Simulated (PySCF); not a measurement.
**C₈H₆F (SMILES C#C[C+]1C=CC(=C)[C@H]1F) (charge +1): density, localisation and related maps**

```xyz
15

C     3.4029    0.4258   -0.8766
C     2.2979    0.1698   -0.4498
C     1.0220   -0.0871    0.0014
C     0.6284   -0.4493    1.2932
C    -0.7517   -0.4396    1.3806
C    -1.3415   -0.0642    0.1377
C    -2.6294    0.2237   -0.1171
C    -0.2016    0.0078   -0.8695
F    -0.2311    1.0835   -1.6910
H     4.3710    0.6432   -1.2365
H     1.3089   -0.6646    2.0988
H    -1.3194   -0.6854    2.2631
H    -2.9594    0.4898   -1.1095
H    -3.3649    0.2437    0.6715
H    -0.2365   -0.8890   -1.5180
```

Geometry: GFN2-xTB.

The calculation used PBE0/pcSseg-1, SCF density, gas phase, non-relativistic in PySCF.

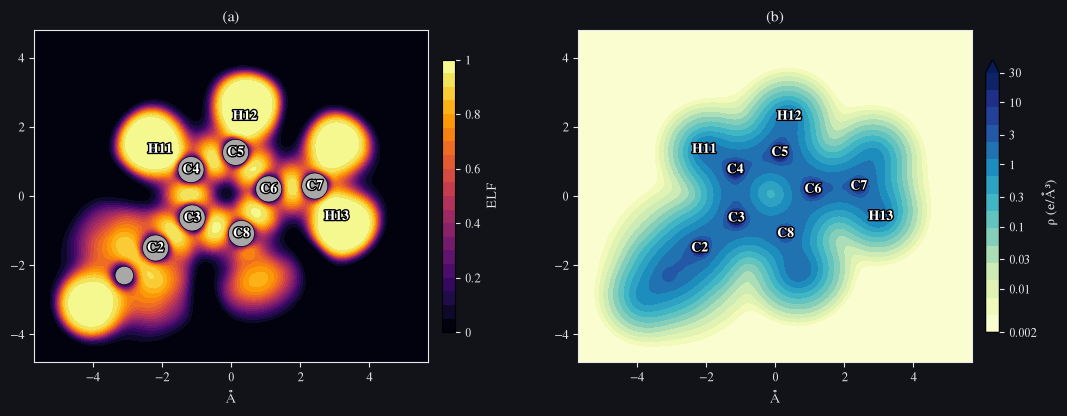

Figure 1. (a) electron localisation function; (b) total electron density on the plane of atoms C6, C5 and H12. Grey discs cover the atomic cores in the ELF map.

What does the map show?

Answer. Atoms in the plane: C and H. C–H (1.08 Å): ρ is about 2.1 e/Å³ halfway; the ELF climbs to about 1 towards the hydrogen, as it does in any bond to H (a covalent bond by its length). C–C (1.34 Å): ρ is about 2.3 e/Å³ halfway; the ELF peaks at about 0.95 between the atoms; a short, multiple covalent bond. C–C (1.40 Å): ρ at the midpoint is about 2.1 e/Å³; the ELF peaks at about 0.95 between the atoms, as expected for a covalent bond. The ELF also peaks beside F9, away from the bonds: lone-pair regions.

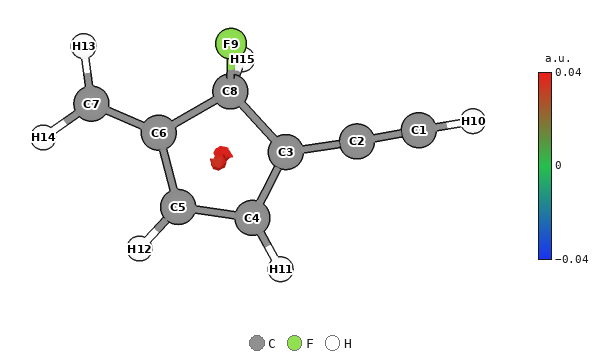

Figure 2. Non-covalent interaction (NCI) plot: the surface where the reduced density gradient is 0.5, for densities under 0.05 a.u., coloured by sign(λ₂)ρ; seen at a tilt.

What holds or crowds the atoms apart from the covalent bonds?

Answer. Inside the ring or cage of C3, C4, C5, C6 and C8: steric crowding (red).
